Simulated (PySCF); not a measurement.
# C2H7AlBBr (SMILES [CH3][AlH][CH2]BBr) at 3 levels

Aim: a comparison of 3 runs (HF/3-21G, HF/def2-SVP, B3LYP/6-31G*) of C2H7AlBBr. The job is set up through a Python script.

The calculation is run with PySCF 2.14.0.

### 1 Starting point

C2H7AlBBr: 12 atoms, total charge 0, spin state singlet. As SMILES, `[CH3][AlH][CH2]BBr`. Geometry: a GFN2-xTB relaxation, a rough one for these elements and not checked as a minimum. This is one conformer, not always the lowest.

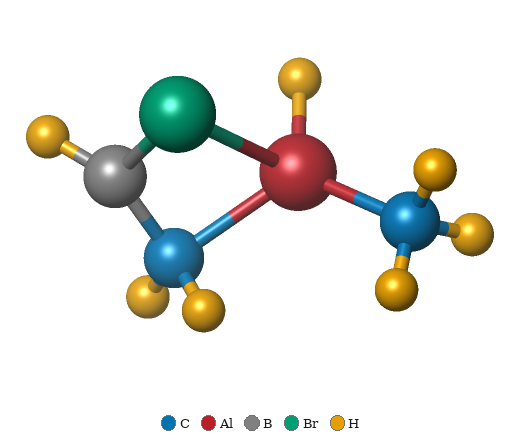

Viewed from a chosen angle; carbon blue, aluminium red, boron grey, bromine teal, hydrogen amber.

### 2 Energy and forces at HF/3-21G (run 1)

File calc.py:

```python
import pyscf.grad
from pyscf import gto

mol = gto.M(
    atom='''
C     -2.007040    -0.117210     0.642350
Al    -0.059590     0.224860     0.730980
C      1.267030    -0.841860    -0.497800
B      1.799110     0.469970    -0.991640
Br     0.385790     1.786850    -1.305770
H     -2.361950    -0.595360     1.561560
H     -2.319060    -0.765870    -0.186460
H     -2.590480     0.805870     0.540530
H      0.628000     1.072120     1.823810
H      0.403620    -1.261300    -1.042910
H      1.957680    -1.647240    -0.258490
H      2.896880     0.869190    -1.016160
''',
    spin=0,
    basis='3-21g',
    charge=0,
    verbose=4,
    max_memory=1860,
)

hf = mol.RHF()
hf.conv_tol = 1e-10
hf.kernel()
if not hf.converged:
    hf = hf.newton().run(hf.mo_coeff, hf.mo_occ)

energy = hf.e_tot
print('Final energy', energy)
grad = hf.Gradients().kernel()
hf.analyze()
```

Run with:

```bash
OMP_NUM_THREADS=1 python calc.py
```

Log:

```text
PySCF version 2.14.0

[... 83 lines left out ...]
Nuclear Repulsion Energy =             372.780495084309052
[... 11 lines left out ...]
MO #6   energy= -57.9925514266759  occ= 2
[... 9 lines left out ...]
MO #16  energy= -3.17711747485739  occ= 2
[... 9 lines left out ...]
MO #26  energy= -0.675471624822733 occ= 2
[... 9 lines left out ...]
MO #36  energy= -0.379765172729967 occ= 2
[... 9 lines left out ...]
MO #46  energy= 0.326605558004666  occ= 0
[... 9 lines left out ...]
MO #56  energy= 0.731275410579245  occ= 0
[... 9 lines left out ...]
MO #66  energy= 1.26994549894441   occ= 0
[... 9 lines left out ...]
MO #76  energy= 2.10775390821375   occ= 0
[... 91 lines left out ...]
Dipole moment(X, Y, Z, Debye): -0.02905, -1.24086, -0.25078
```

Wall time 3.9 s (1 thread of Arm Neoverse V2, shared host); peak memory 0.15 GiB.

### 3 Energy and forces at HF/def2-SVP (run 2)

File job.py:

```python
from pyscf import gto, scf

system = gto.Mole()
system.atom = '''
C   -2.007040  -0.117210   0.642350
Al  -0.059590   0.224860   0.730980
C    1.267030  -0.841860  -0.497800
B    1.799110   0.469970  -0.991640
Br   0.385790   1.786850  -1.305770
H   -2.361950  -0.595360   1.561560
H   -2.319060  -0.765870  -0.186460
H   -2.590480   0.805870   0.540530
H    0.628000   1.072120   1.823810
H    0.403620  -1.261300  -1.042910
H    1.957680  -1.647240  -0.258490
H    2.896880   0.869190  -1.016160
'''
system.basis = 'def2-svp'
system.verbose = 4
system.max_memory = 1860
system.build()

mf = scf.RHF(system)
mf.conv_tol = 1e-10
mf.kernel()
if not mf.converged:
    mf = mf.newton().run(mf.mo_coeff, mf.mo_occ)

e_final = mf.e_tot
print('E(%s) = %.9f' % ('HF', e_final))
grad = mf.nuc_grad_method().kernel()
dip = mf.dip_moment()
pop, q = mf.mulliken_pop()
```

Run with:

```bash
OMP_NUM_THREADS=1 python job.py
```

Log:

```text
PySCF version 2.14.0

[... 68 lines left out ...]
converged SCF energy = -2918.39879528215
[... 12 lines left out ...]
Dipole moment(X, Y, Z, Debye):  0.06019, -0.91564, -0.66803
[... 140 lines left out ...]
charge of   11H =     -0.04405
```

Wall time 17 s (1 thread of Arm Neoverse V2, shared host); peak memory 0.36 GiB.

### 4 Energy and gradient at B3LYP/6-31G(d) (Cartesian functions) (run 3)

File job.py:

```python
import pyscf.grad
from pyscf import gto, dft

mol = gto.M(
    atom=[
    ('C', (-2.007040, -0.117210, 0.642350)),
    ('Al', (-0.059590, 0.224860, 0.730980)),
    ('C', (1.267030, -0.841860, -0.497800)),
    ('B', (1.799110, 0.469970, -0.991640)),
    ('Br', (0.385790, 1.786850, -1.305770)),
    ('H', (-2.361950, -0.595360, 1.561560)),
    ('H', (-2.319060, -0.765870, -0.186460)),
    ('H', (-2.590480, 0.805870, 0.540530)),
    ('H', (0.628000, 1.072120, 1.823810)),
    ('H', (0.403620, -1.261300, -1.042910)),
    ('H', (1.957680, -1.647240, -0.258490)),
    ('H', (2.896880, 0.869190, -1.016160)),
],
    verbose=4,
    spin=0,
    max_memory=1860,
    cart=True,
    basis='6-31g*',
)

mf = dft.RKS(mol, xc='b3lyp')
mf.grids.level = 5
mf.conv_tol = 1e-10
mf.kernel()
if not mf.converged:
    mf = mf.newton().run(mf.mo_coeff, mf.mo_occ)

etot = mf.e_tot
print('E(%s) = %.9f' % ('B3LYP', etot))
grad = mf.Gradients().kernel()
dip = mf.dip_moment()
pop, q = mf.mulliken_pop()
```

Run with:

```bash
OMP_NUM_THREADS=1 python job.py
```

Log:

```text
PySCF version 2.14.0

[... 83 lines left out ...]
converged SCF energy = -2921.63595641992
[... 13 lines left out ...]
Dipole moment(X, Y, Z, Debye): -0.32547, -1.02919, -0.60181
[... 126 lines left out ...]
charge of   11H =      0.02332
```

Run time: 68 s. Hardware: 1 thread of Arm Neoverse V2, shared host; peak memory 1.2 GiB.

### 5 All runs side by side

```tsv
run	level	Cartesian functions	integration grid	energy (Eh)	dipole moment (D)	HOMO energy (eV)	LUMO energy (eV)	wall time
1	HF/3-21G	no	–	-2904.588334	1.27	-10.33	2.19	3.9 s
2	HF/def2-SVP	no	–	-2918.398795	1.14	-10.34	2.10	17 s
3	B3LYP/6-31G* (Cartesian functions)	yes	5	-2921.635956	1.24	-7.25	-1.21	68 s
```

### 6 Summary of results

| quantity | value |
| --- | --- |
| run 3: total energy | -2921.63596 Eh |
| run 3: dipole moment | 1.24 D |
| run 3: HOMO energy | -7.25 eV |
| run 3: LUMO energy | -1.21 eV |
| run 3: HOMO–LUMO gap | 6.03 eV |
| run 3: largest force on an atom | 1.332 eV/Å |

**Reading.** The dipole moment (its size) runs from 1.14 D (HF/def2-SVP) to 1.27 D (HF/3-21G). The HOMO–LUMO gap runs from 6.03 eV (B3LYP/6-31G*) to 12.52 eV (HF/3-21G). The two ends differ in method and basis. All runs together took 89 s, the longest 68 s.
